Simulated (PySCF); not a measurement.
**C₄H₃ClF₃N: runs on many settings**

Which settings matter for C₄H₃ClF₃N (`C=N/C(Cl)=C/C(F)(F)F`)?

Computed with PySCF 2.14.0, with density-fitted response routines of our own, on a single molecule, in the gas phase or a continuum. Atoms count from 0, in the outputs and in this text.

**1. Starting geometry**

12 atoms, charge 0, multiplicity 1; geometry from: GFN2-xTB.

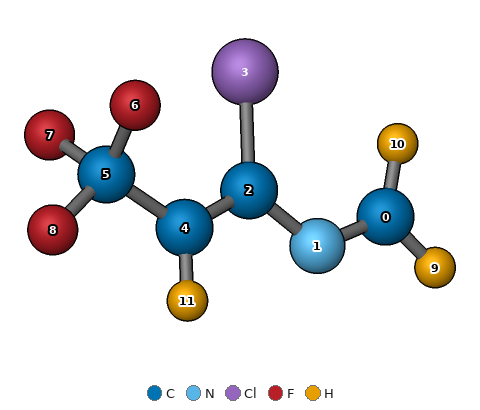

As it starts; carbon blue, nitrogen blue, chlorine purple, fluorine red, hydrogen amber, atoms numbered.

**2. NMR shieldings: PBE0/pcSseg-1**

The job: settings as JSON, then the geometry in Å.

```
{"job": {"kind": "nmr", "xc": "PBE0", "basis": "pcSseg-1"}, "charge": 0, "multiplicity": 1}
C     -1.872952    -1.214662     1.505409
N     -0.940050    -1.214015     0.656447
C     -0.248679    -0.103427     0.284295
Cl    -0.505722     1.423180     1.100983
C      0.642875    -0.197284    -0.710626
C      1.462506     0.944803    -1.216496
F      0.719717     1.955394    -1.699489
F      2.259832     1.481283    -0.277400
F      2.265044     0.556280    -2.216046
H     -2.344175    -2.160840     1.724003
H     -2.235493    -0.327751     2.024976
H      0.798297    -1.143645    -1.202083
```

Method: GIAO PBE0/pcSseg-1 NMR shielding, non-relativistic, gas phase.

The run is started by

```bash
> OMP_NUM_THREADS=1 python probes_run.py task.json out
```

The driver reads the jobs from task.json and runs them one after another.

The log of the run:

```text
coarse grid: 12152 points
cycle   1  E = -967.7143707461  dE =  1.564e+00  |g| = 9.150e-01  |ddm| = 3.286e+00
cycle   2  E = -967.5755870316  dE =  1.388e-01  |g| = 1.348e+00  |ddm| = 1.299e+00
cycle   3  E = -967.8608057384  dE = -2.852e-01  |g| = 5.501e-02  |ddm| = 7.968e-01
cycle   4  E = -967.8612353257  dE = -4.296e-04  |g| = 3.167e-02  |ddm| = 7.118e-02
cycle   5  E = -967.8614230300  dE = -1.877e-04  |g| = 9.898e-03  |ddm| = 3.230e-02
cycle   6  E = -967.8614461401  dE = -2.311e-05  |g| = 3.193e-03  |ddm| = 1.150e-02
cycle   7  E = -967.8614484997  dE = -2.360e-06  |g| = 1.206e-03  |ddm| = 3.327e-03
final grid: 118504 points
cycle   8  E = -967.9322239653  dE = -4.991e-05  |g| = 6.834e-03  |ddm| = 2.687e-02
cycle   9  E = -967.9322170569  dE =  6.908e-06  |g| = 8.969e-03  |ddm| = 1.388e-02
cycle  10  E = -967.9322333869  dE = -1.633e-05  |g| = 1.546e-03  |ddm| = 8.389e-03
cycle  11  E = -967.9322338243  dE = -4.375e-07  |g| = 5.730e-04  |ddm| = 1.456e-03
cycle  12  E = -967.9322338908  dE = -6.650e-08  |g| = 1.202e-04  |ddm| = 4.345e-04
cycle  13  E = -967.9322338932  dE = -2.417e-09  |g| = 3.696e-05  |ddm| = 1.043e-04
cycle  14  E = -967.9322338935  dE = -2.467e-10  |g| = 1.399e-05  |ddm| = 3.986e-05
converged SCF energy = -967.9322338935

GIAO shielding tensors (ppm)
atom      isotropic    diamagn.    paramagn.     s11        s22        s33       span
  0 C       26.382     253.209    -226.827    -61.706      1.547    139.305    201.011
  1 N     -110.173     326.591    -436.765   -424.583   -146.008    240.071    664.654
  2 C       28.860     254.603    -225.743    -65.035     65.526     86.090    151.125
  3 Cl     750.432    1147.884    -397.453    466.595    851.615    933.084    466.489
  4 C       54.387     253.128    -198.740    -27.217     67.704    122.676    149.894
  5 C       55.384     240.570    -185.187     48.084     57.571     60.497     12.412
  6 F      242.318     473.446    -231.128    170.046    226.780    330.127    160.082
  7 F      243.920     473.194    -229.274    171.524    228.600    331.635    160.111
  8 F      248.674     469.992    -221.318    178.026    223.206    344.789    166.762
  9 H       24.189      28.010      -3.821     22.634     24.313     25.620      2.986
 10 H       23.720      30.317      -6.597     20.887     22.267     28.005      7.118
 11 H       25.091      30.637      -5.546     22.479     24.913     27.881      5.402
```

Run time: 24 s. Hardware: 1 thread of Intel Xeon Platinum 8488C, shared host; peak memory 0.78 GiB.

The references, computed at this level on geometries of the same kind, shield at (ppm): ¹H TMS 31.72, ¹³C TMS 186.9, ¹⁹F CFCl3 170.9, ¹⁵N NH3 267.7, ³⁵Cl HCl 950. Their shielding less the atom's gives the shift. The references are single molecules in the gas phase, so shifts against H2O, NH3, PH3, H3PO4 or CFCl3 are not on the usual liquid scales and can be off by tens of ppm. Atoms listed in one row are averaged.

```
     atoms                                   environment  σ (ppm)  δ (ppm)  δ scaled to CDCl3
        C0                                    C=N carbon     26.4    160.5              154.8
        C2  fully substituted alkene carbon bonded to Cl     28.9    158.1              152.4
        C4                                     alkene CH     54.4    132.5              127.4
        C5                                    CF3 carbon     55.4    131.5              126.5
       H10                      hydrogen on a C=N carbon    23.72     8.00               7.65
        H9                      hydrogen on a C=N carbon    24.19     7.53               7.20
       H11                      hydrogen on an alkene CH    25.09     6.63               6.35
        N1                                imine nitrogen   -110.2    377.9                  –
       Cl3                          chlorine bonded to C      750      199                  –
F6, F7, F8                       fluorine of a CF3 group    245.0    -74.0                  –
```

The scaled column applies a straight-line fit of computed shieldings to shifts measured in CDCl3, with any fitted terms for Cl, Br or S neighbours; 19F shifts take a fit of their own (root-mean-square error 0.16 ppm for H, 1.9 ppm for C).

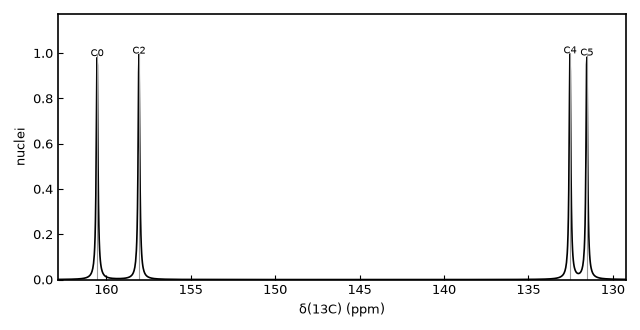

¹³C lines at the computed shifts, without couplings. Lines are broadened to a width of 0.12 ppm (Lorentzian).

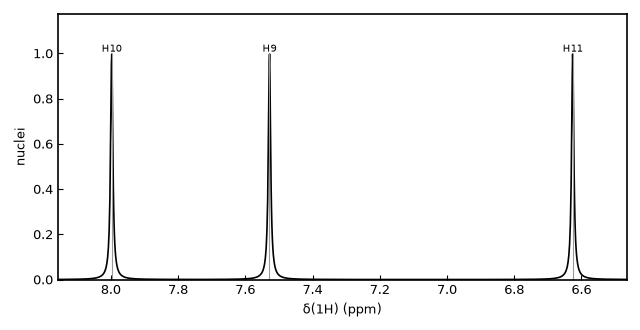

¹H lines at the computed shifts, without couplings. Lines are broadened to a width of 0.01 ppm (Lorentzian).

The run also stored atomic charges by several schemes (e):

```
     atoms  Mulliken    IAO  Hirshfeld  ESP fit
        C0      0.05  -0.09       0.03     0.19
        N1     -0.39  -0.24      -0.13    -0.46
        C2      0.12   0.11       0.07     0.33
       Cl3     -0.06  -0.04      -0.01    -0.07
        C4     -0.18  -0.22      -0.08    -0.38
        C5      0.85   0.80       0.25     0.70
F6, F7, F8     -0.27  -0.28      -0.10    -0.22
```

Mulliken charges:

```csv
atom,value (e)
C0,0.05
N1,-0.39
C2,0.12
Cl3,-0.06
C4,-0.18
C5,0.85
F6,-0.27
F7,-0.27
F8,-0.27
H9,0.14
H10,0.13
H11,0.15
```

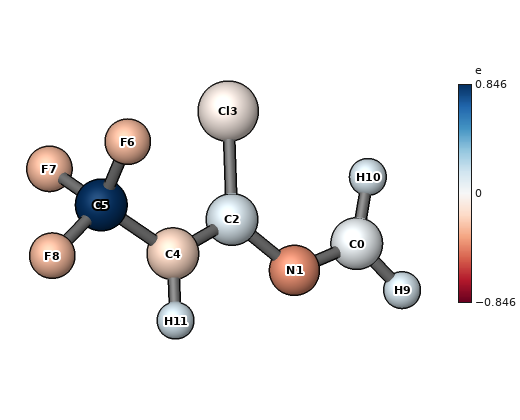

Mulliken charges, as colours on the atoms.

Mayer bond orders: C0–N1 1.84, N1–C2 1.18, C2–Cl3 1.05, C2–C4 1.68, C4–C5 1.02, C5–F6 1.01, C5–F7 1.01, C5–F8 0.98.

**3. Ultraviolet spectrum: PBE0/def2-SVPD**

Same as in step 2 but for these lines:

```diff
@@ -1,2 +1,2 @@
-{"job": {"kind": "nmr", "xc": "PBE0", "basis": "pcSseg-1"}, "charge": 0, "multiplicity": 1}
+{"job": {"kind": "uv", "xc": "PBE0", "basis": "def2-SVPD", "nstates": 6, "ntriplets": 2}, "charge": 0, "multiplicity": 1}
 C     -1.872952    -1.214662     1.505409
```

Level: TDDFT PBE0/def2-SVPD, vertical, gas phase, core orbitals frozen in the response.

The log of the run:

```text
coarse grid: 12152 points
cycle   1  E = -967.2609933269  dE =  1.496e+00  |g| = 8.577e-01  |ddm| = 6.734e+00
cycle   2  E = -967.1351242171  dE =  1.259e-01  |g| = 1.249e+00  |ddm| = 3.181e+00
cycle   3  E = -967.3973178534  dE = -2.622e-01  |g| = 6.031e-02  |ddm| = 1.914e+00
cycle   4  E = -967.3979058226  dE = -5.880e-04  |g| = 2.905e-02  |ddm| = 1.681e-01
cycle   5  E = -967.3980735172  dE = -1.677e-04  |g| = 8.292e-03  |ddm| = 8.538e-02
cycle   6  E = -967.3980882467  dE = -1.473e-05  |g| = 2.598e-03  |ddm| = 3.286e-02
cycle   7  E = -967.3980896531  dE = -1.406e-06  |g| = 1.012e-03  |ddm| = 8.345e-03
final grid: 118504 points
cycle   8  E = -967.5097782595  dE = -3.500e-05  |g| = 7.298e-03  |ddm| = 1.036e-01
cycle   9  E = -967.5097648833  dE =  1.338e-05  |g| = 1.087e-02  |ddm| = 5.279e-02
cycle  10  E = -967.5097895943  dE = -2.471e-05  |g| = 1.605e-03  |ddm| = 3.077e-02
cycle  11  E = -967.5097901681  dE = -5.738e-07  |g| = 4.248e-04  |ddm| = 3.388e-03
cycle  12  E = -967.5097902042  dE = -3.610e-08  |g| = 8.891e-05  |ddm| = 9.514e-04
cycle  13  E = -967.5097902056  dE = -1.423e-09  |g| = 3.490e-05  |ddm| = 3.304e-04
cycle  14  E = -967.5097902059  dE = -2.424e-10  |g| = 1.222e-05  |ddm| = 8.357e-05
converged SCF energy = -967.5097902059

Static polarisability (au): isotropic 77.063, principal 49.521 72.582 109.087

Singlet excitations
state   eV       nm        f      main configurations
  1   4.2097    294.5   0.00322   H-1->L 0.90, H->L 0.09
  2   5.2688    235.3   0.31989   H->L 0.82, H-1->L 0.09
  3   5.8066    213.5   0.00007   H-2->L 0.99
  4   6.5217    190.1   0.25119   H-3->L 0.89
  5   6.7374    184.0   0.01906   H->L+1 0.90
  6   7.0660    175.5   0.01986   H-1->L+2 0.52, H-1->L+1 0.22, H->L+2 0.22

Triplet excitations (Tamm-Dancoff, eV): 2.9716 3.7825
```

Run time: 35 s. Hardware: 1 thread of Intel Xeon Platinum 8488C, shared host; peak memory 0.89 GiB.

Frontier orbitals and where they lie:

```csv
orbital,eV,atoms
HOMO−3,-9.99,"Cl3 55 %, N1 18 %, C0 12 %"
HOMO−2,-9.68,"Cl3 78 %, C2 7 %"
HOMO−1,-8.57,"N1 55 %, C0 13 %, Cl3 12 %"
HOMO,-8.09,"C4 30 %, C2 20 %, Cl3 18 %"
LUMO,-2.52,"C0 28 %, C4 21 %, N1 16 %"
LUMO+1,0.09,"Cl3 44 %, C2 21 %, C4 7 %"
LUMO+2,0.37,"N1 24 %, C2 22 %, Cl3 14 %"
```

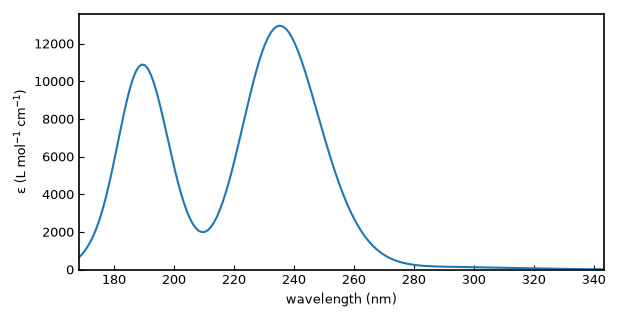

Absorption spectrum: each of the 6 states is a Gaussian band of 0.4 eV half-width at 1/e. Beyond the last state computed it falls off for lack of states.

Ground-state properties from the same run:

| property | computed |
| --- | --- |
| dipole moment (D) | 3.50 |
| polarisability (Å³) | 11.42 |
| HOMO–LUMO gap (eV) | 5.57 |
| −ε(HOMO) (eV) | 8.09 |

**4. Shielding tensors: LC-wPBE/pcSseg-1 in chloroform**

Same as in step 3 but for these lines:

```diff
@@ -1,2 +1,2 @@
-{"job": {"kind": "uv", "xc": "PBE0", "basis": "def2-SVPD", "nstates": 6, "ntriplets": 2}, "charge": 0, "multiplicity": 1}
+{"job": {"kind": "nmr", "xc": "LC-wPBE", "basis": "pcSseg-1", "solvent": "chloroform", "pop": false, "grid": 1}, "charge": 0, "multiplicity": 1}
 C     -1.872952    -1.214662     1.505409
```

Level: GIAO LC-wPBE/pcSseg-1 NMR shielding, non-relativistic, IEF-PCM chloroform.

The log of the run:

```text
final grid: 55472 points
cycle   1  E = -967.9576890959  dE =  1.878e+00  |g| = 1.079e+00  |ddm| = 3.212e+00
cycle   2  E = -967.9902454300  dE = -3.256e-02  |g| = 1.148e+00  |ddm| = 1.221e+00
cycle   3  E = -968.1828534052  dE = -1.926e-01  |g| = 7.563e-02  |ddm| = 5.945e-01
cycle   4  E = -968.1840536582  dE = -1.200e-03  |g| = 3.188e-02  |ddm| = 9.237e-02
cycle   5  E = -968.1843318861  dE = -2.782e-04  |g| = 1.164e-02  |ddm| = 4.364e-02
cycle   6  E = -968.1843704944  dE = -3.861e-05  |g| = 2.931e-03  |ddm| = 1.546e-02
cycle   7  E = -968.1843761593  dE = -5.665e-06  |g| = 1.226e-03  |ddm| = 7.086e-03
cycle   8  E = -968.1843769649  dE = -8.056e-07  |g| = 4.230e-04  |ddm| = 2.951e-03
cycle   9  E = -968.1843770332  dE = -6.831e-08  |g| = 1.990e-04  |ddm| = 7.307e-04
cycle  10  E = -968.1843770501  dE = -1.686e-08  |g| = 6.042e-05  |ddm| = 3.109e-04
cycle  11  E = -968.1843770522  dE = -2.133e-09  |g| = 2.193e-05  |ddm| = 1.320e-04
cycle  12  E = -968.1843770524  dE = -1.919e-10  |g| = 1.013e-05  |ddm| = 3.581e-05
converged SCF energy = -968.1843770524

GIAO shielding tensors (ppm)
atom      isotropic    diamagn.    paramagn.     s11        s22        s33       span
  0 C       16.791     252.983    -236.192    -78.451    -16.814    145.637    224.087
  1 N      -93.775     327.616    -421.391   -400.948   -128.833    248.454    649.402
  2 C       31.004     254.868    -223.865    -76.425     75.993     93.443    169.868
  3 Cl     771.895    1148.282    -376.387    508.519    841.190    965.976    457.458
  4 C       55.027     253.689    -198.662    -35.369     74.174    126.277    161.646
  5 C       57.012     241.713    -184.701     49.603     58.418     63.015     13.412
  6 F      251.892     474.063    -222.171    179.666    239.378    336.633    156.967
  7 F      253.221     473.817    -220.596    180.832    241.132    337.697    156.865
  8 F      256.536     470.382    -213.846    185.440    234.330    349.839    164.400
  9 H       23.862      27.678      -3.815     22.335     23.662     25.589      3.254
 10 H       23.563      29.971      -6.408     20.389     21.971     28.328      7.939
 11 H       24.899      30.503      -5.604     22.057     24.890     27.750      5.694
```

Wall time 18 s (1 thread of Intel Xeon Platinum 8488C, shared host); peak memory 0.96 GiB.

This run: δ C0 174.9, C2 160.6, C4 136.6, C5 134.6, H10 8.20, H9 7.90 ppm.

**5. NMR shieldings: HCTH407/pcSseg-1**

Same as in step 4 but for these lines:

```diff
@@ -1,2 +1,2 @@
-{"job": {"kind": "nmr", "xc": "LC-wPBE", "basis": "pcSseg-1", "solvent": "chloroform", "pop": false, "grid": 1}, "charge": 0, "multiplicity": 1}
+{"job": {"kind": "nmr", "xc": "HCTH407", "basis": "pcSseg-1", "pop": false, "scf": {"level_shift": 0.3}}, "charge": 0, "multiplicity": 1}
 C     -1.872952    -1.214662     1.505409
```

With the program's defaults for keys left out, this is: GIAO HCTH407/pcSseg-1 NMR shielding, non-relativistic, gas phase.

The log of the run:

```text
final grid: 118504 points
cycle   1  E = -968.2975670594  dE =  1.477e+00  |g| = 1.167e+00  |ddm| = 3.205e+00
cycle   2  E = -968.2805575192  dE =  1.701e-02  |g| = 1.381e+00  |ddm| = 1.453e+00
cycle   3  E = -968.5354075572  dE = -2.549e-01  |g| = 3.541e-01  |ddm| = 4.545e-01
cycle   4  E = -968.5585364681  dE = -2.313e-02  |g| = 8.945e-02  |ddm| = 2.187e-01
cycle   5  E = -968.5600352978  dE = -1.499e-03  |g| = 1.516e-02  |ddm| = 7.163e-02
cycle   6  E = -968.5601048194  dE = -6.952e-05  |g| = 5.519e-03  |ddm| = 2.330e-02
cycle   7  E = -968.5601127155  dE = -7.896e-06  |g| = 1.899e-03  |ddm| = 6.488e-03
cycle   8  E = -968.5601137924  dE = -1.077e-06  |g| = 9.455e-04  |ddm| = 2.479e-03
cycle   9  E = -968.5601140398  dE = -2.474e-07  |g| = 2.309e-04  |ddm| = 1.071e-03
cycle  10  E = -968.5601140725  dE = -3.274e-08  |g| = 1.031e-04  |ddm| = 4.166e-04
cycle  11  E = -968.5601140800  dE = -7.456e-09  |g| = 5.555e-05  |ddm| = 2.108e-04
cycle  12  E = -968.5601140823  dE = -2.297e-09  |g| = 2.421e-05  |ddm| = 9.662e-05
cycle  13  E = -968.5601140829  dE = -5.898e-10  |g| = 1.553e-05  |ddm| = 5.196e-05
level shift removed, Fock matrix diagonalised once more
converged SCF energy = -968.5601140829

GIAO shielding tensors (ppm)
atom      isotropic    diamagn.    paramagn.     s11        s22        s33       span
  0 C       31.981     252.957    -220.976    -46.960      7.593    135.311    182.271
  1 N      -98.685     326.422    -425.107   -390.063   -136.352    230.360    620.423
  2 C       30.865     254.728    -223.863    -50.214     62.195     80.614    130.828
  3 Cl     728.595    1149.446    -420.852    437.270    837.568    910.946    473.677
  4 C       56.912     253.042    -196.129    -16.061     66.211    120.587    136.648
  5 C       50.537     241.950    -191.414     40.930     54.360     56.320     15.390
  6 F      231.840     474.131    -242.291    162.362    215.250    317.909    155.547
  7 F      233.373     473.857    -240.485    163.876    216.890    319.351    155.475
  8 F      237.361     470.364    -233.003    169.442    209.555    333.086    163.644
  9 H       24.371      28.249      -3.878     22.927     24.633     25.552      2.625
 10 H       23.750      30.705      -6.954     21.229     22.439     27.583      6.354
 11 H       25.190      31.316      -6.127     22.789     24.859     27.921      5.132
```

Wall time 29 s (1 thread of Intel Xeon Platinum 8488C, shared host); peak memory 0.72 GiB.

Key values: δ C2 152.8, C0 151.7, C5 133.1, C4 126.7, H10 7.92, H9 7.30 ppm.

**6. Excited states and response: wB97X-D/def2-SVPD**

Same as in step 5 but for these lines:

```diff
@@ -1,2 +1,2 @@
-{"job": {"kind": "nmr", "xc": "HCTH407", "basis": "pcSseg-1", "pop": false, "scf": {"level_shift": 0.3}}, "charge": 0, "multiplicity": 1}
+{"job": {"kind": "uv", "xc": "wB97X-D", "basis": "def2-SVPD", "nstates": 3, "ntriplets": 2, "tda": false, "scf": {"guess": "vsap"}}, "charge": 0, "multiplicity": 1}
 C     -1.872952    -1.214662     1.505409
```

Level: TDDFT wB97X-D/def2-SVPD, vertical, gas phase, core orbitals frozen in the response.

The log of the run:

```text
final grid: 118504 points
cycle   1  E = -964.0078054098  dE =  2.527e+00  |g| = 3.321e+00  |ddm| = 1.083e+02
cycle   2  E = -948.4602291802  dE =  1.555e+01  |g| = 7.835e+00  |ddm| = 1.130e+02
cycle   3  E = -967.6874198064  dE = -1.923e+01  |g| = 1.077e+00  |ddm| = 2.935e+01
cycle   4  E = -967.9783259237  dE = -2.909e-01  |g| = 3.862e-01  |ddm| = 7.393e+00
cycle   5  E = -968.0144710544  dE = -3.615e-02  |g| = 1.395e-01  |ddm| = 1.192e+00
cycle   6  E = -968.0184710428  dE = -4.000e-03  |g| = 6.659e-02  |ddm| = 4.560e-01
cycle   7  E = -968.0195873498  dE = -1.116e-03  |g| = 1.532e-02  |ddm| = 1.742e-01
cycle   8  E = -968.0196363779  dE = -4.903e-05  |g| = 8.070e-03  |ddm| = 3.828e-02
cycle   9  E = -968.0196560741  dE = -1.970e-05  |g| = 2.360e-03  |ddm| = 3.054e-02
cycle  10  E = -968.0196586297  dE = -2.556e-06  |g| = 7.706e-04  |ddm| = 1.388e-02
cycle  11  E = -968.0196588041  dE = -1.744e-07  |g| = 2.916e-04  |ddm| = 2.362e-03
cycle  12  E = -968.0196588317  dE = -2.758e-08  |g| = 1.093e-04  |ddm| = 9.414e-04
cycle  13  E = -968.0196588386  dE = -6.890e-09  |g| = 3.036e-05  |ddm| = 4.720e-04
cycle  14  E = -968.0196588392  dE = -6.264e-10  |g| = 1.180e-05  |ddm| = 1.317e-04
converged SCF energy = -968.0196588392

Static polarisability (au): isotropic 76.433, principal 49.760 71.846 107.693

Singlet excitations
state   eV       nm        f      main configurations
  1   4.2978    288.5   0.00321   H-1->L 0.90
  2   5.5231    224.5   0.42073   H->L 0.89
  3   6.2305    199.0   0.00011   H-2->L 0.98

Triplet excitations (Tamm-Dancoff, eV): 3.1387 3.9007
```

Run time: 41 s. Hardware: 1 thread of Intel Xeon Platinum 8488C, shared host; peak memory 1.1 GiB.

In short: HOMO -9.86 eV, LUMO -0.74 eV; lowest singlet 4.30 eV.

**7. Side by side: NMR shifts**

Shifts (ppm), with basis size and wall time:

```csv
run,C0,C2,C4,C5,H10,H9,H11,functions,time
PBE0/pcSseg-1,160.5,158.1,132.5,131.5,8.00,7.53,6.63,175,24 s
LC-wPBE/pcSseg-1 in chloroform,174.9,160.6,136.6,134.6,8.20,7.90,6.86,175,18 s
HCTH407/pcSseg-1,151.7,152.8,126.7,133.1,7.92,7.30,6.48,175,29 s
```

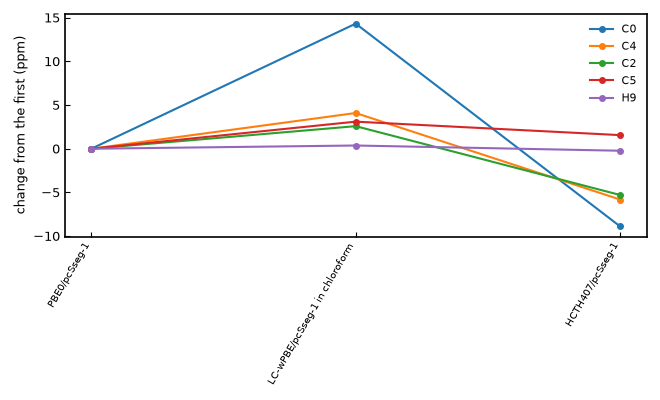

How five of the tabulated atoms move from run to run.

**8. Side by side: electronic excitations**

Excitations and ground-state properties, with basis size and wall time:

| run | lowest singlet (eV) | brightest (eV) | f | gap (eV) | α (Å³) | μ (D) | functions | time |
| --- | --- | --- | --- | --- | --- | --- | --- | --- |
| PBE0/def2-SVPD | 4.21 | 5.27 | 0.320 | 5.57 | 11.42 | 3.50 | 220 | 35 s |
| wB97X-D/def2-SVPD | 4.30 | 5.52 | 0.421 | 9.12 | 11.33 | 3.58 | 220 | 41 s |

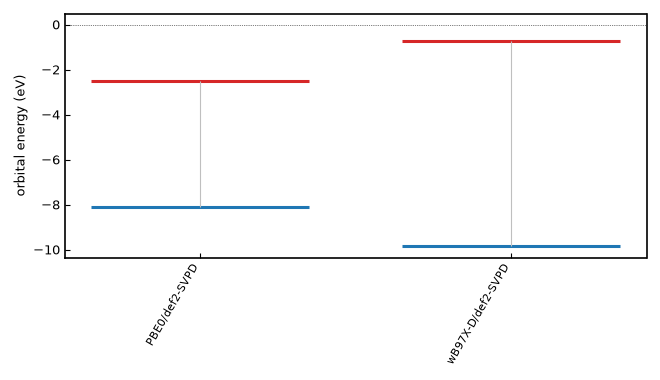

HOMO (blue) and LUMO (red) run by run.

**9. What came out**

| quantity | value |
| --- | --- |
| ¹³C shifts against TMS (PBE0/pcSseg-1) | 160.5, 158.1, 132.5, 131.5 ppm |
| ¹H shifts against TMS (PBE0/pcSseg-1) | 8.00, 7.53, 6.63 ppm |
| ¹⁵N shifts against NH3 (PBE0/pcSseg-1) | 377.9 ppm |
| ³⁵Cl shifts against HCl (PBE0/pcSseg-1) | 199 ppm |
| ¹⁹F shifts against CFCl3 (PBE0/pcSseg-1, means over atoms taken as alike) | -74.0 ppm |
| lowest singlet (PBE0/def2-SVPD) | 4.21 eV (295 nm), f = 0.003 |
| brightest single state of those computed | state 2, 5.27 eV, f = 0.320 |
| lowest triplet | 2.97 eV |
| range of the shift of C0 | 151.7 to 174.9 ppm |
| range of the lowest singlet | 4.21 to 4.30 eV |

**Reading.** Single values in the summary come from the first sound run of each kind (PBE0/pcSseg-1; PBE0/def2-SVPD), which need not be the best level. At PBE0/pcSseg-1: Shielding is most anisotropic at N1 (span 665 ppm, paramagnetic term -437 ppm). The lowest singlet, at 4.21 eV, is HOMO−1→LUMO 0.90, HOMO→LUMO 0.09 and is weak; of the 6 states computed, the strongest absorption comes from state 2 at 5.27 eV. The lowest triplet lies 1.24 eV below the lowest singlet (triplets in Tamm-Dancoff, singlets in full TDDFT). Among the atoms with a shift in every run: Across the 3 runs the shift of C0 moves most, between 151.7 (HCTH407/pcSseg-1) and 174.9 ppm (LC-wPBE/pcSseg-1 in chloroform). Part of that comes from the computed reference. Each shift counts from a reference computed in the same medium, and that reference moves with the solvent too, so shifts and shieldings show the solvent's effect differently. The lowest singlet runs from 4.21 eV (PBE0/def2-SVPD) to 4.30 eV (wB97X-D/def2-SVPD), while the orbital gap spans 5.57 to 9.12 eV: the excitation energy moves far less from run to run than the orbital gap does. The lowest state need not be the same one in every run. The runs solved for a few states only, so the brightest column depends on that window.
